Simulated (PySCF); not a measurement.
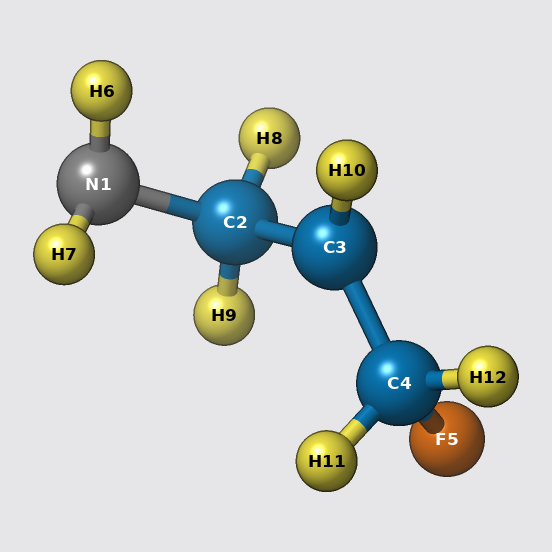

The species is neutral and a spin doublet. Computed geometry: GFN2-xTB optimisation. No frequency run is at hand to confirm it as a minimum. Method: UKS B3LYP, pcH-1 on C F H N, non-relativistic (PySCF 2.14.0). Fermi-contact and spin-dipolar terms alone, no spin-orbit part.

Question. Which nucleus has the largest dipolar (anisotropic) hyperfine coupling?

Answer. 13C at C3: principal values −78.3, −77.6, 155.9 MHz.

List the isotropic and dipolar parts for the most strongly coupled nuclei, one of each equivalent set.

| atom | isotope | a_iso (MHz) | dipolar part (MHz) |
| --- | --- | --- | --- |
| C3 | 13C | 86.2 | −78.3, −77.6, 155.9 |
| F5 | 19F | 155.0 | −50.0, −44.5, 94.5 |
| H10 | 1H | −60.0 | −36.9, −1.0, 37.9 |
| N1 | 14N | 2.5 | −5.1, −4.9, 10.1 |
| H12 | 1H | 34.7 | −6.1, −4.0, 10.0 |
| H7 | 1H | −6.8 | −9.0, −0.8, 9.8 |
| H6 | 1H | −5.9 | −7.7, −2.0, 9.7 |
| H8 | 1H | 72.6 | −6.0, −3.1, 9.1 |
